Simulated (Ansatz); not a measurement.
ClH3Sn···HBr

```
atom    x (Å)    y (Å)    z (Å)
  Sn   0.2066   0.0000  -0.0651
  Cl   0.3837   0.0000   2.3357
   H   1.8487   0.0000  -0.5749
   H  -0.5974   1.4457  -0.4966
   H  -0.5974  -1.4457  -0.4966
  Br  -3.3453   0.0000   1.2728
   H  -2.1794   0.0000   2.2227
```

Core potentials replace the inner electrons of Sn; not at a stationary point (largest force 1.3 eV/Å).

These are results of RKS B3LYP/def2-SVP in Ansatz, not measurements.

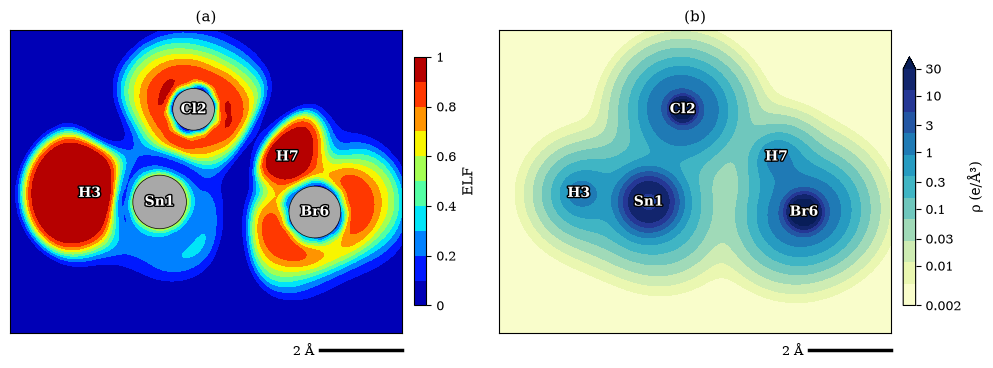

Figure 1. (a) ELF; (b) electron density on the plane of atoms Cl2, Sn1 and H3. Grey discs cover the atomic cores in the ELF map.

> Describe what can be read from this map.

- Atoms in the plane: Sn, Cl, H and Br.
- Cl2···H7 (2.57 Å): the density falls to about 0.1 e/Å³ on the way; the ELF dips to about 0.10 between them.
- Sn–Cl (2.41 Å): ρ is about 0.48 e/Å³ halfway; the ELF peaks at about 0.85 in the valence shell of Cl, 0.9 Å from its nucleus, and drops to about 0.15 between the two atoms.
- Br–H (1.50 Å): ρ is about 1.4 e/Å³ halfway; the ELF climbs to about 1 towards the hydrogen, as it does in any bond to H.
- Sn–H (1.72 Å): ρ at the midpoint is about 1.1 e/Å³; the ELF climbs to about 1 towards the hydrogen.
- The ELF also peaks beside Br6 and Cl2, away from the bonds: lone-pair regions.

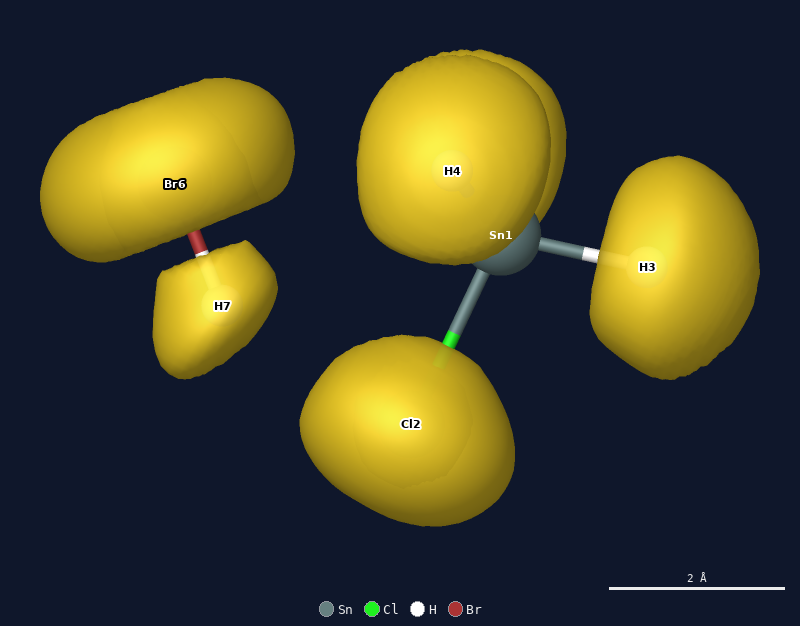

Figure 2. Isosurface of the electron localisation function at 0.75 (yellow), seen at a tilt. Only the valence region is drawn (cores and ρ < 0.01 e/Å³ removed).

> Identify the bonds, lone pairs and shells in this picture.

The surface consists of four regions around hydrogen nuclei, one ring or bowl of non-bonding electrons around Br and one region wrapped around Cl (its valence shell).

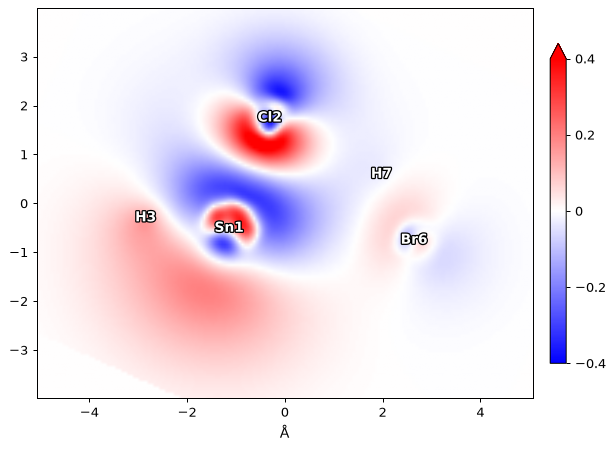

Figure 3. The LUMO on the plane of atoms Cl2, Sn1 and H3 (values in Å⁻³ᐟ²; the overall sign is arbitrary).

> What is the character of this orbital?

By Hirshfeld shares it lies mainly on Sn1 (about 60 %) and Cl2 (about 25 %). Its energy is −1.28 eV.
